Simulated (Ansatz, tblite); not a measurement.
# SiMe2 (C2H6Si): a ladder of methods and basis sets, part 1 of 2

How do method and basis change the picture of SiMe2 (C2H6Si) (singlet)?

Program: Ansatz 0.2.0, Gaussian basis. Level of theory: as each input shows. These are calculated values, not measurements.

Levels to be run: GFN1-xTB, GFN2-xTB, PBE-D4/def2-TZVP, r2SCAN-D4/def2-TZVP, BHLYP-D4/def2-TZVP, CAM-B3LYP-D4/def2-TZVP, r2SCANh-D4/def2-TZVP, B2PLYP/def2-TZVP, ωB97X-V/def2-TZVP, HF/def2-TZVP, B97M-V/def2-TZVP, PBE-D4/def2-SVP, PBE0-D4/def2-SVP, HF/STO-3G, PBE0-D4/def2-TZVPD, PBE-D4/def2-TZVPD, r2SCAN-D4/def2-TZVPD, CCSD(T)/def2-TZVPP, MP2/def2-TZVP, RPA/def2-TZVP, CCSD(T)/def2-TZVPD.

## (1) The relaxed structure

The singlet was relaxed beforehand with B3LYP-D4/def2-TZVP.

9 atoms, charge 0, spin multiplicity 1.

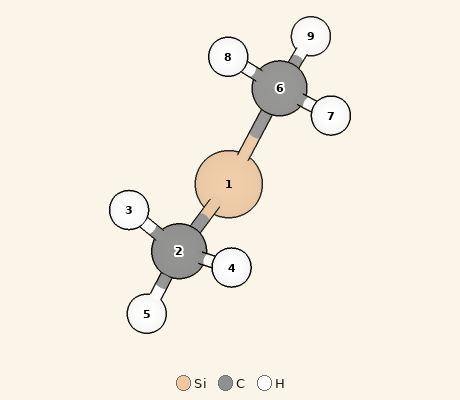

The geometry (silicon light orange, carbon grey, hydrogen white); atoms are numbered from 1 in the order of the file.

PBE0-D4/def2-TZVP was run before; its log isn't repeated, and its numbers join the tables.

## (2) GFN1-xTB

Tight binding, by tblite at 300 K electronic temperature and without a spin-polarisation term:

```python
tblite.interface.Calculator('GFN1-xTB', numbers, positions, charge=0, uhf=0).singlepoint()
```

Energy -251.0896 eV, HOMO -9.63 eV, LUMO -6.99 eV; 0.004 s.

## (3) GFN2-xTB

Tight binding, by tblite at 300 K electronic temperature and without a spin-polarisation term:

```python
tblite.interface.Calculator('GFN2-xTB', numbers, positions, charge=0, uhf=0).singlepoint()
```

Energy -244.7395 eV, HOMO -8.57 eV, LUMO -6.20 eV; 0.003 s.

## (4) PBE-D4/def2-TZVP

start.molden holds the orbitals of an earlier run on this state, given as this run's starting guess.

in.yaml reads:

```yaml
crystal:
  periodic: [false, false, false]
  atoms:
    - {symbol: Si, position_ang: [-0.001246, 0.008972, -1.302597]}
    - {symbol: C, position_ang: [1.434431, -0.012391, -0.048198]}
    - {symbol: H, position_ang: [1.376996, -0.921292, 0.564191]}
    - {symbol: H, position_ang: [1.351697, 0.831412, 0.647624]}
    - {symbol: H, position_ang: [2.417123, 0.021269, -0.519094]}
    - {symbol: C, position_ang: [-1.434415, 0.011119, -0.045170]}
    - {symbol: H, position_ang: [-1.381147, 0.919804, 0.568304]}
    - {symbol: H, position_ang: [-1.345617, -0.832915, 0.649297]}
    - {symbol: H, position_ang: [-2.417813, -0.025989, -0.514347]}
basis:
  gaussian: {orbitals: def2-TZVP, initial_orbitals: start.molden}
hamiltonian: {xc: pbe, dispersion: d4}
scf: {omitted_lower_state_checks: [starts]}
output: {orbitals: {seedname: orbitals}}
```

Command:

```bash
$ ansatz run in.yaml --threads 4 --pin off --events-out ev --progress --plain --max-ram 3916MiB
```

The program printed:

```text
Functional definition: PBE
  name "PBE"
  cite "Perdew, Burke & Ernzerhof, Phys. Rev. Lett. 77, 3865 (1996) doi:10.1103/PhysRevLett.77.3865"
  parent pbe
  parameter kappa = 0.804
  parameter beta = 0.06672455060314922
  exchange = pbe_x(kappa = kappa, mu = beta*pi^2/3)
  correlation = pbe_c(beta = beta)
these checks for a lower state are left out or cut short: starts
876 factors; their error is unknown
mean field evaluation 1: about -10041.8964 eV, gradient 8.1e0 eV
mean field evaluation 2: about -10041.9600 eV, gradient 7.5e-2 eV
mean field evaluation 4: about -10041.9369 eV, gradient 2.0e-4 eV
mean field -10041.93694076 eV, -369.0343759036 hartree, gradient 1.5e-5 eV, S^2 0.000000; 0 other end points of the search recorded, 0 dependent functions left out
reference -10041.93697976 eV, -369.0343773368 hartree; 16, 16 occupied and 119, 119 virtual orbitals, 876 factors
Total energy: -10042.08907209 eV, -369.0399666270 hartree
Checks for a lower state left out: starts
```

It took 0.75 s on 4 threads of Arm Neoverse V1, shared host.

HOMO -4.91 eV, LUMO -3.00 eV.

## (5) r2SCAN-D4/def2-TZVP

Changes to in.yaml since step 4:

```diff
@@ -14,3 +14,3 @@
   gaussian: {orbitals: def2-TZVP, initial_orbitals: start.molden}
-hamiltonian: {xc: pbe, dispersion: d4}
+hamiltonian: {xc: r2scan, dispersion: d4}
 scf: {omitted_lower_state_checks: [starts]}
```

Same command.

The program printed:

```text
Functional definition: r2SCAN
  name "r2SCAN"
  cite "Furness, Kaplan, Ning, Perdew & Sun, J. Phys. Chem. Lett. 11, 8208 (2020) doi:10.1021/acs.jpclett.0c02405"
  cite "Furness, Kaplan, Ning, Perdew & Sun, J. Phys. Chem. Lett. 11, 9248 (2020) doi:10.1021/acs.jpclett.0c03077"
  parent r2scan
  parameter k0 = 0.174
  parameter k1 = 0.065
  parameter a1 = 4.9479
  exchange = r2scan_x(k0 = k0, k1 = k1, a1 = a1)
  correlation = r2scan_c
these checks for a lower state are left out or cut short: starts
876 factors; their error is unknown
mean field evaluation 1: about -10046.9451 eV, gradient 5.1e0 eV
mean field evaluation 2: about -10046.9702 eV, gradient 3.2e-2 eV
mean field evaluation 4: about -10046.9497 eV, gradient 1.5e-4 eV
mean field -10046.94971077 eV, -369.2185918036 hartree, gradient 2.7e-5 eV, S^2 0.000000; 0 other end points of the search recorded, 0 dependent functions left out
reference -10046.94972168 eV, -369.2185922048 hartree; 16, 16 occupied and 119, 119 virtual orbitals, 876 factors
Total energy: -10046.98530423 eV, -369.2198998392 hartree
Checks for a lower state left out: starts
```

Run time: 1.6 s. Hardware: 4 threads of Arm Neoverse V1, shared host.

HOMO -5.08 eV, LUMO -2.85 eV.

## (6) BHLYP-D4/def2-TZVP

Changes to in.yaml since step 5:

```diff
@@ -14,4 +14,4 @@
   gaussian: {orbitals: def2-TZVP, initial_orbitals: start.molden}
-hamiltonian: {xc: r2scan, dispersion: d4}
+hamiltonian: {xc: {name: BHLYP}, dispersion: d4}
 scf: {omitted_lower_state_checks: [starts]}
-output: {orbitals: {seedname: orbitals}}
+output: {forces: true, orbitals: {seedname: orbitals}}
```

Launched as before.

The program printed (excerpt; [...] marks lines left out):

```text
Functional definition: BHLYP
  name "BHLYP"
  cite "Becke, J. Chem. Phys. 98, 1372 (1993) doi:10.1063/1.464304"
  cite "Becke, Phys. Rev. A 38, 3098 (1988) doi:10.1103/PhysRevA.38.3098"
  cite "Lee, Yang & Parr, Phys. Rev. B 37, 785 (1988) doi:10.1103/PhysRevB.37.785"
[...]
984 factors; their error is unknown
[...]
mean field -10047.78758497 eV, -369.2493831125 hartree, gradient 7.8e-6 eV, S^2 0.000000; 0 other end points of the search recorded, 0 dependent functions left out
[...]
reference -10047.78775584 eV, -369.2493893920 hartree; 16, 16 occupied and 119, 119 virtual orbitals, 984 factors
Total energy: -10047.97088613 eV, -369.2561193061 hartree
Atom 0 at    -0.001246     0.008972    -1.302597 Å, force     0.000239    -0.003198     0.283978 eV/Å
Atom 1 at     1.434431    -0.012391    -0.048198 Å, force     0.038895     0.001423     0.075038 eV/Å
Atom 2 at     1.376996    -0.921292     0.564191 Å, force     0.013323     0.202204    -0.154064 eV/Å
Atom 3 at     1.351697     0.831412     0.647624 Å, force     0.019602    -0.192387    -0.171877 eV/Å
Atom 4 at     2.417123     0.021269    -0.519094 Å, force    -0.223296    -0.008181     0.109084 eV/Å
Atom 5 at    -1.434415     0.011119    -0.045170 Å, force    -0.038991     0.002008     0.074993 eV/Å
Atom 6 at    -1.381147     0.919804     0.568304 Å, force    -0.012441    -0.202464    -0.153571 eV/Å
Atom 7 at    -1.345617    -0.832915     0.649297 Å, force    -0.020852     0.192197    -0.172191 eV/Å
Atom 8 at    -2.417813    -0.025989    -0.514347 Å, force     0.223520     0.008399     0.108610 eV/Å
Dipole moment:     0.000237    -0.002045     0.255444 e Å
Checks for a lower state left out: starts
```

It took 1.1 s on 4 threads of Arm Neoverse V1, shared host.

HOMO -6.87 eV, LUMO -1.19 eV.

## (7) CAM-B3LYP-D4/def2-TZVP

Changes to in.yaml since step 6:

```diff
@@ -14,4 +14,4 @@
   gaussian: {orbitals: def2-TZVP, initial_orbitals: start.molden}
-hamiltonian: {xc: {name: BHLYP}, dispersion: d4}
+hamiltonian: {xc: {name: CAM-B3LYP}, dispersion: d4}
 scf: {omitted_lower_state_checks: [starts]}
-output: {forces: true, orbitals: {seedname: orbitals}}
+output: {orbitals: {seedname: orbitals}}
```

The command is unchanged.

The program printed (excerpt; [...] marks lines left out):

```text
Functional definition: CAM-B3LYP
  name "CAM-B3LYP"
  cite "Yanai, Tew & Handy, Chem. Phys. Lett. 393, 51 (2004) doi:10.1016/j.cplett.2004.06.011"
  cite "Iikura, Tsuneda, Yanai & Hirao, J. Chem. Phys. 115, 3540 (2001) doi:10.1063/1.1383587"
  cite "Becke, Phys. Rev. A 38, 3098 (1988) doi:10.1103/PhysRevA.38.3098"
  cite "Lee, Yang & Parr, Phys. Rev. B 37, 785 (1988) doi:10.1103/PhysRevB.37.785"
  cite "Vosko, Wilk & Nusair, Can. J. Phys. 58, 1200 (1980) doi:10.1139/p80-159"
[...]
  # Exact exchange under (alpha + beta erf(omega r))/r, Becke's under what is left of 1/r.
[...]
885 factors; their error is unknown
267 factors; integrals over basis functions are off by at most 1.5e-5 eV
[...]
mean field -10048.01675197 eV, -369.2578048445 hartree, gradient 1.3e-5 eV, S^2 0.000000; 0 other end points of the search recorded, 0 dependent functions left out
reference -10048.01687556 eV, -369.2578093862 hartree; 16, 16 occupied and 119, 119 virtual orbitals, 885 factors
Total energy: -10048.14410335 eV, -369.2624849214 hartree
Checks for a lower state left out: starts
```

Wall time 1 s (4 threads of Arm Neoverse V1, shared host).

Report: HOMO -7.22 eV, LUMO -1.03 eV.

## (8) r2SCANh-D4/def2-TZVP

Changes to in.yaml since step 7:

```diff
@@ -14,3 +14,3 @@
   gaussian: {orbitals: def2-TZVP, initial_orbitals: start.molden}
-hamiltonian: {xc: {name: CAM-B3LYP}, dispersion: d4}
+hamiltonian: {xc: {name: r2SCANh}, dispersion: d4}
 scf: {omitted_lower_state_checks: [starts]}
```

The command is unchanged.

The program printed (excerpt; [...] marks lines left out):

```text
Functional definition: r2SCANh
  name "r2SCANh"
  cite "Bursch, Neugebauer, Ehlert & Grimme, J. Chem. Phys. 156, 134105 (2022) doi:10.1063/5.0086040"
  cite "Furness, Kaplan, Ning, Perdew & Sun, J. Phys. Chem. Lett. 11, 8208 (2020) doi:10.1021/acs.jpclett.0c02405"
  cite "Furness, Kaplan, Ning, Perdew & Sun, J. Phys. Chem. Lett. 11, 9248 (2020) doi:10.1021/acs.jpclett.0c03077"
  parent r2scan
[...]
876 factors; their error is unknown
[...]
mean field -10046.83860094 eV, -369.2145085926 hartree, gradient 2.1e-5 eV, S^2 0.000000; 0 other end points of the search recorded, 0 dependent functions left out
reference -10046.83861097 eV, -369.2145089613 hartree; 16, 16 occupied and 119, 119 virtual orbitals, 876 factors
Total energy: -10046.87627843 eV, -369.2158932148 hartree
Checks for a lower state left out: starts
```

Run time: 1.7 s. Hardware: 4 threads of Arm Neoverse V1, shared host.

HOMO -5.46 eV, LUMO -2.53 eV.

## (9) B2PLYP/def2-TZVP

Changes to in.yaml since step 8:

```diff
@@ -14,4 +14,3 @@
   gaussian: {orbitals: def2-TZVP, initial_orbitals: start.molden}
-hamiltonian: {xc: {name: r2SCANh}, dispersion: d4}
+hamiltonian: {xc: {name: B2PLYP}}
 scf: {omitted_lower_state_checks: [starts]}
-output: {orbitals: {seedname: orbitals}}
```

Same command.

The program printed (excerpt; [...] marks lines left out):

```text
Functional definition: B2PLYP
  name "B2PLYP"
  cite "Grimme, J. Chem. Phys. 124, 034108 (2006) doi:10.1063/1.2148954"
  cite "Becke, Phys. Rev. A 38, 3098 (1988) doi:10.1103/PhysRevA.38.3098"
  cite "Lee, Yang & Parr, Phys. Rev. B 37, 785 (1988) doi:10.1103/PhysRevB.37.785"
[...]
908 factors; integrals over basis functions are off by at most 1.1e-3 eV
[...]
mean field -10039.60434680 eV, -368.9486546567 hartree, gradient 2.7e-6 eV, S^2 0.000000; 0 other end points of the search recorded, 0 dependent functions left out; unrestricted orbitals would lower it
7 core orbitals not correlated: weight in the atoms' cores, before any rotation towards them, 1.000 or more for the frozen orbitals, at most 0.000 for the correlated occupied ones
reference -10039.60450691 eV, -368.9486605406 hartree; 9, 9 occupied and 119, 119 virtual orbitals, 908 factors
second order -14.84094468 eV of doubles, -0.00000000 eV of singles
Total energy: -10043.61156197 eV, -369.0959170981 hartree
Checks for a lower state left out: starts
```

It took 1.7 s on 4 threads of Arm Neoverse V1, shared host.

 Doubts: restricted state is unstable towards broken spin symmetry.

## (10) ωB97X-V/def2-TZVP

Changes to in.yaml since step 9:

```diff
@@ -14,3 +14,4 @@
   gaussian: {orbitals: def2-TZVP, initial_orbitals: start.molden}
-hamiltonian: {xc: {name: B2PLYP}}
+hamiltonian: {xc: {name: wB97X-V}}
 scf: {omitted_lower_state_checks: [starts]}
+output: {orbitals: {seedname: orbitals}}
```

The command is unchanged.

The program printed (excerpt; [...] marks lines left out):

```text
Functional definition: wB97X-V
  name "wB97X-V"
  cite "Mardirossian & Head-Gordon, Phys. Chem. Chem. Phys. 16, 9904 (2014) doi:10.1039/C3CP54374A"
  cite "Becke, J. Chem. Phys. 107, 8554 (1997) doi:10.1063/1.475007"
  cite "Vydrov & Van Voorhis, J. Chem. Phys. 133, 244103 (2010) doi:10.1063/1.3521275"
[...]
      + integral(e_c_pw_opposite_spin*poly(b97_u_opposite, cos0, cos1)) + vv10(b, c)
[...]
876 factors; their error is unknown
256 factors; integrals over basis functions are off by at most 1.0e-5 eV
[...]
mean field -10047.26784253 eV, -369.2302829302 hartree, gradient 9.2e-6 eV, S^2 0.000000; 0 other end points of the search recorded, 0 dependent functions left out
reference -10047.26784070 eV, -369.2302828629 hartree; 16, 16 occupied and 119, 119 virtual orbitals, 876 factors
Total energy: -10047.26784070 eV, -369.2302828629 hartree
Checks for a lower state left out: starts
```

Wall time 2.8 s (4 threads of Arm Neoverse V1, shared host).

HOMO -8.17 eV, LUMO -0.02 eV.

## (11) HF/def2-TZVP

Changes to in.yaml since step 10:

```diff
@@ -14,3 +14,3 @@
   gaussian: {orbitals: def2-TZVP, initial_orbitals: start.molden}
-hamiltonian: {xc: {name: wB97X-V}}
+hamiltonian: {xc: hf}
 scf: {omitted_lower_state_checks: [starts]}
```

Same command.

The program printed:

```text
Functional definition: HF
  name "HF"
  cite "Fock, Z. Phys. 61, 126 (1930) doi:10.1007/BF01340294"
  parent pbe
  exchange = exact_x
  correlation = 0
these checks for a lower state are left out or cut short: starts
1038 factors; their error is unknown
mean field evaluation 1: about -10017.2211 eV, gradient 2.2e1 eV
mean field evaluation 2: about -10017.6767 eV, gradient 5.5e-1 eV
mean field evaluation 4: about -10017.8493 eV, gradient 3.6e-1 eV
mean field -10017.84937010 eV, -368.1491740090 hartree, gradient 9.3e-6 eV, S^2 0.000000; 0 other end points of the search recorded, 0 dependent functions left out
reference -10017.84937010 eV, -368.1491740090 hartree; 16, 16 occupied and 119, 119 virtual orbitals, 1038 factors
Total energy: -10017.84937010 eV, -368.1491740090 hartree
Checks for a lower state left out: starts
```

Run time: 0.35 s. Hardware: 4 threads of Arm Neoverse V1, shared host.

Report: HOMO -8.26 eV, LUMO 1.07 eV.

## (12) B97M-V/def2-TZVP

Changes to in.yaml since step 11:

```diff
@@ -14,3 +14,3 @@
   gaussian: {orbitals: def2-TZVP, initial_orbitals: start.molden}
-hamiltonian: {xc: hf}
+hamiltonian: {xc: {name: B97M-V}}
 scf: {omitted_lower_state_checks: [starts]}
```

Launched as before.

The program printed (excerpt; [...] marks lines left out):

```text
Functional definition: B97M-V
  name "B97M-V"
  cite "Mardirossian & Head-Gordon, J. Chem. Phys. 142, 074111 (2015) doi:10.1063/1.4907719"
  cite "Becke, J. Chem. Phys. 107, 8554 (1997) doi:10.1063/1.475007"
  cite "Vydrov & Van Voorhis, J. Chem. Phys. 133, 244103 (2010) doi:10.1063/1.3521275"
  # Of w^i u^j: cxij and so on, Table III.
[...]
  gx(w, u) = cx00 + cx01*u + cx02*u^2 + (cx10 + cx11*u)*w
  gss(w, u) = css00 + css02*u^2 + css10*w + (css32*w^3 + css42*w^4)*u^2
  gos(w, u) = cos00 + cos01*u + cos03*u^3 + cos10*w + cos32*w^3*u^2
[...]
      + integral(e_c_pw_mod_opposite_spin*gos(b97_w_opposite, b97_u_opposite)) + vv10(b, c)
[...]
876 factors; their error is unknown
[...]
mean field -10047.25587908 eV, -369.2298432816 hartree, gradient 1.4e-5 eV, S^2 0.000000; 0 other end points of the search recorded, 0 dependent functions left out
reference -10047.25593399 eV, -369.2298452995 hartree; 16, 16 occupied and 119, 119 virtual orbitals, 876 factors
Total energy: -10047.25593399 eV, -369.2298452995 hartree
Checks for a lower state left out: starts
```

Run time: 3 s. Hardware: 4 threads of Arm Neoverse V1, shared host.

HOMO -5.14 eV, LUMO -2.79 eV.

## (13) PBE-D4/def2-SVP

Changes to in.yaml since step 12:

```diff
@@ -13,4 +13,4 @@
 basis:
-  gaussian: {orbitals: def2-TZVP, initial_orbitals: start.molden}
-hamiltonian: {xc: {name: B97M-V}}
+  gaussian: {orbitals: def2-SVP, initial_orbitals: start.molden}
+hamiltonian: {xc: pbe, dispersion: d4}
 scf: {omitted_lower_state_checks: [starts]}
```

Launched as before.

The program printed:

```text
Functional definition: PBE
  name "PBE"
  cite "Perdew, Burke & Ernzerhof, Phys. Rev. Lett. 77, 3865 (1996) doi:10.1103/PhysRevLett.77.3865"
  parent pbe
  parameter kappa = 0.804
  parameter beta = 0.06672455060314922
  exchange = pbe_x(kappa = kappa, mu = beta*pi^2/3)
  correlation = pbe_c(beta = beta)
these checks for a lower state are left out or cut short: starts
860 factors; their error is unknown
mean field evaluation 1: about -10036.6528 eV, gradient 6.2e0 eV
mean field evaluation 2: about -10036.7606 eV, gradient 9.8e-2 eV
mean field evaluation 4: about -10036.7109 eV, gradient 1.2e-4 eV
mean field -10036.71091087 eV, -368.8423228475 hartree, gradient 1.5e-5 eV, S^2 0.000000; 0 other end points of the search recorded, 0 dependent functions left out
reference -10036.71094272 eV, -368.8423240180 hartree; 16, 16 occupied and 60, 60 virtual orbitals, 860 factors
Total energy: -10036.86303506 eV, -368.8479133082 hartree
Checks for a lower state left out: starts
```

Wall time 0.5 s (4 threads of Arm Neoverse V1, shared host).

From the report: HOMO -4.82 eV, LUMO -2.94 eV.

## (14) PBE0-D4/def2-SVP

Changes to in.yaml since step 13:

```diff
@@ -14,3 +14,3 @@
   gaussian: {orbitals: def2-SVP, initial_orbitals: start.molden}
-hamiltonian: {xc: pbe, dispersion: d4}
+hamiltonian: {xc: pbe0, dispersion: d4}
 scf: {omitted_lower_state_checks: [starts]}
```

Launched as before.

The program printed:

```text
Functional definition: PBE0
  name "PBE0"
  cite "Adamo & Barone, J. Chem. Phys. 110, 6158 (1999) doi:10.1063/1.478522"
  cite "Perdew, Burke & Ernzerhof, Phys. Rev. Lett. 77, 3865 (1996) doi:10.1103/PhysRevLett.77.3865"
  parent pbe
  parameter a = 0.25
  parameter kappa = 0.804
  parameter beta = 0.06672455060314922
  exchange = (1 - a)*pbe_x(kappa = kappa, mu = beta*pi^2/3) + a*exact_x
  correlation = pbe_c(beta = beta)
these checks for a lower state are left out or cut short: starts
860 factors; their error is unknown
mean field evaluation 1: about -10037.8888 eV, gradient 4.5e0 eV
mean field evaluation 2: about -10037.9463 eV, gradient 4.4e-2 eV
mean field evaluation 4: about -10037.9971 eV, gradient 6.2e-5 eV
mean field -10037.99713210 eV, -368.8895906059 hartree, gradient 6.3e-5 eV, S^2 0.000000; 0 other end points of the search recorded, 0 dependent functions left out
reference -10037.99715675 eV, -368.8895915118 hartree; 16, 16 occupied and 60, 60 virtual orbitals, 860 factors
Total energy: -10038.12376419 eV, -368.8942442494 hartree
Checks for a lower state left out: starts
```

Run time: 0.45 s. Hardware: 4 threads of Arm Neoverse V1, shared host.

Report: HOMO -5.88 eV, LUMO -2.09 eV.

## (15) HF/STO-3G

Changes to in.yaml since step 14:

```diff
@@ -13,4 +13,4 @@
 basis:
-  gaussian: {orbitals: def2-SVP, initial_orbitals: start.molden}
-hamiltonian: {xc: pbe0, dispersion: d4}
+  gaussian: {orbitals: STO-3G}
+hamiltonian: {xc: hf}
 scf: {omitted_lower_state_checks: [starts]}
```

Launched as before.

The program printed:

```text
Functional definition: HF
  name "HF"
  cite "Fock, Z. Phys. 61, 126 (1930) doi:10.1007/BF01340294"
  parent pbe
  exchange = exact_x
  correlation = 0
these checks for a lower state are left out or cut short: starts
317 factors; integrals over basis functions are off by at most 3.2e-5 eV
mean field evaluation 1: about -9900.7680 eV, gradient 9.6e0 eV
mean field evaluation 2: about -9900.8649 eV, gradient 9.5e0 eV
mean field evaluation 4: about -9901.2647 eV, gradient 6.0e-1 eV
mean field evaluation 8: about -9901.2659 eV, gradient 6.1e-6 eV
mean field -9901.26594382 eV, -363.8648121164 hartree, gradient 1.4e-5 eV, S^2 0.000000; 0 other end points of the search recorded, 0 dependent functions left out
reference -9901.26594382 eV, -363.8648121164 hartree; 16, 16 occupied and 9, 9 virtual orbitals, 317 factors
Total energy: -9901.26594382 eV, -363.8648121164 hartree
Checks for a lower state left out: starts
```

It took 0.1 s on 4 threads of Arm Neoverse V1, shared host.

From the report: HOMO -5.82 eV, LUMO 6.24 eV.

## (16) PBE0-D4/def2-TZVPD

Changes to in.yaml since step 15:

```diff
@@ -13,4 +13,4 @@
 basis:
-  gaussian: {orbitals: STO-3G}
-hamiltonian: {xc: hf}
+  gaussian: {orbitals: def2-TZVPD, initial_orbitals: start.molden}
+hamiltonian: {xc: pbe0, dispersion: d4}
 scf: {omitted_lower_state_checks: [starts]}
```

Same command.

The program printed:

```text
Functional definition: PBE0
  name "PBE0"
  cite "Adamo & Barone, J. Chem. Phys. 110, 6158 (1999) doi:10.1063/1.478522"
  cite "Perdew, Burke & Ernzerhof, Phys. Rev. Lett. 77, 3865 (1996) doi:10.1103/PhysRevLett.77.3865"
  parent pbe
  parameter a = 0.25
  parameter kappa = 0.804
  parameter beta = 0.06672455060314922
  exchange = (1 - a)*pbe_x(kappa = kappa, mu = beta*pi^2/3) + a*exact_x
  correlation = pbe_c(beta = beta)
these checks for a lower state are left out or cut short: starts
950 factors; their error is unknown
mean field evaluation 1: about -10043.1118 eV, gradient 3.5e0 eV
mean field evaluation 2: about -10043.1346 eV, gradient 3.9e-2 eV
mean field evaluation 4: about -10043.1265 eV, gradient 1.7e-4 eV
mean field -10043.12650343 eV, -369.0780915255 hartree, gradient 8.6e-6 eV, S^2 0.000000; 0 other end points of the search recorded, 0 dependent functions left out
reference -10043.12653977 eV, -369.0780928610 hartree; 16, 16 occupied and 155, 155 virtual orbitals, 950 factors
Total energy: -10043.25314722 eV, -369.0827455987 hartree
Checks for a lower state left out: starts
```

It took 1.2 s on 4 threads of Arm Neoverse V1, shared host.

Report: HOMO -5.97 eV, LUMO -2.16 eV.

(Continued in part 2 of 2.)
